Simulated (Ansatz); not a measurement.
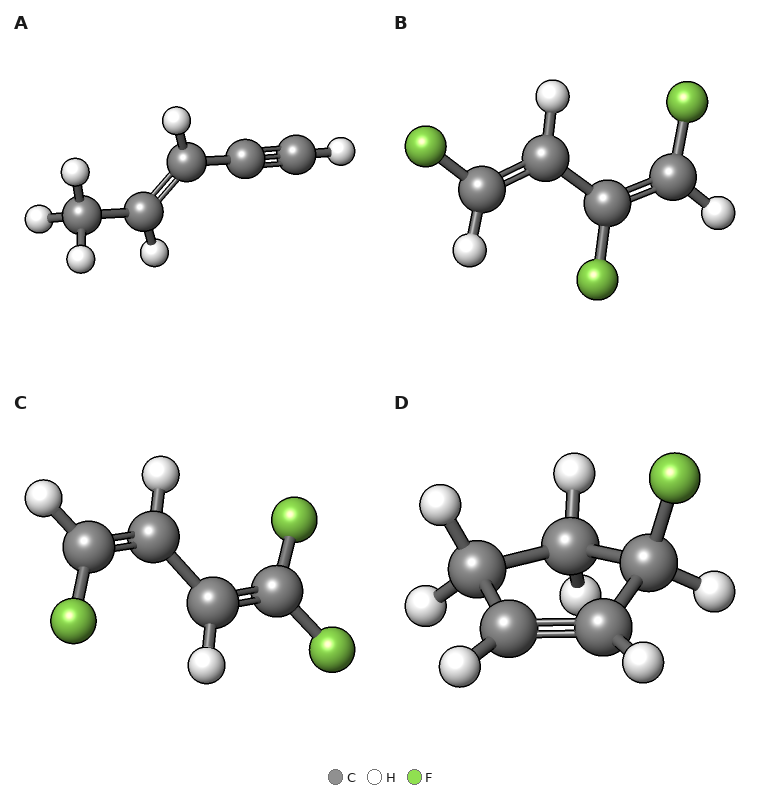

Figure made from data computed with Ansatz.

**Which panel belongs to which SMILES?**
(1) F/C=C/C(F)=C\F
(2) F/C=C\C=C(F)F
(3) F[C@H]1C=CCC1
(4) C#C/C=C/C

A is (4), B is (1), C is (2), D is (3).
